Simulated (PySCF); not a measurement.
```
atom    x (Å)    y (Å)    z (Å)
  Si  -0.0097   2.7473   0.6333
   O   0.3694   1.2404   1.0985
  Si   0.6871  -0.3527   0.9419
  Si   2.6449  -0.5913  -0.2471
   C  -0.7768  -1.1782   0.0740
   C  -2.1639  -0.6180   0.2101
   C  -1.4419  -0.4976  -1.0898
   H   0.8959   3.1363  -0.4403
   H  -1.4248   2.7965   0.2880
   H   0.6766  -0.7838   2.3489
   H   3.7434  -1.0589   0.6052
   H   2.5288  -1.5686  -1.3371
   H   3.1273   0.6456  -0.8762
   H  -0.7222  -2.2592   0.0019
   H  -2.2908   0.2742   0.8049
   H  -2.9955  -1.3047   0.2783
   H  -1.0829   0.4791  -1.3829
   H  -1.7736  -1.1002  -1.9232
```

Geometry: GFN2-xTB.

Theory: PySCF 2.14.0, density-fitted response routines, UKS B3LYP, pcH-1 on C H O Si, non-relativistic, mean-field spin-orbit, GIAO.

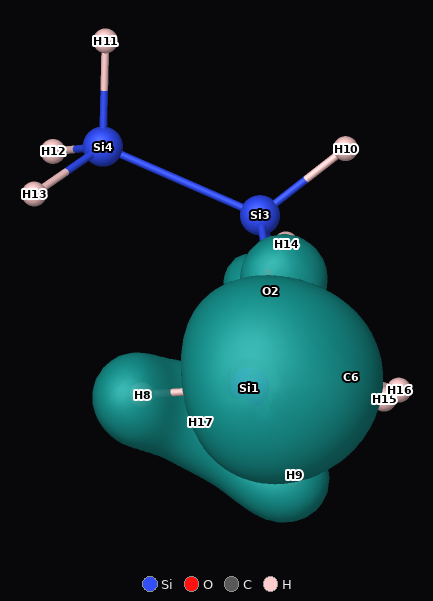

C₃H₁₁OSi₃ (doublet). Isosurface of the spin density at +0.015 e/Å³ (teal), seen at an oblique angle.

Q: Where is the unpaired spin?

A: The unpaired spin (1 electron) lies mostly on Si1 (about 0.8) and O2 (about 0.1), in electrons by Hirshfeld's partition.
